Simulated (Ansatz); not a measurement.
BeS: response to strain

The reference is BeS in the zinc blende structure (space group F-43m, No. 216).

BeS has the cubic space group F-43m (No. 216), the zinc blende structure, Pearson symbol cF8. Cell: a = 4.8686 Å, b = 4.8686 Å, c = 4.8686 Å, α = 90.00°, β = 90.00°, γ = 90.00°. Be on 4a sees 4 S at 2.108 Å (tetrahedral). S on 4d has 4 Be at 2.108 Å (tetrahedral). (Neighbours: up to the widest gap in distance over summed covalent radii, below 1.35, at either atom; cation-cation and far metal-metal contacts left out.)
(The calculation used a cell of 2 atoms; values per cell refer to that cell.)

Strains are applied to the cell and any free atomic positions relax.

Level of theory: r2SCAN in Ansatz (plane waves to 500 eV, PAW, scalar-relativistic without spin-orbit coupling).

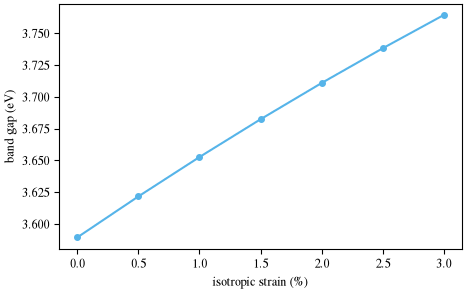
*Band gap against isotropic strain*

```csv
isotropic strain (%),band gap
0.5,3.62 eV
1,3.65 eV
1.5,3.68 eV
2,3.71 eV
2.5,3.74 eV
3,3.76 eV
```

Stability against distortions was not tested.

Ansatz is a program for electronic structure.
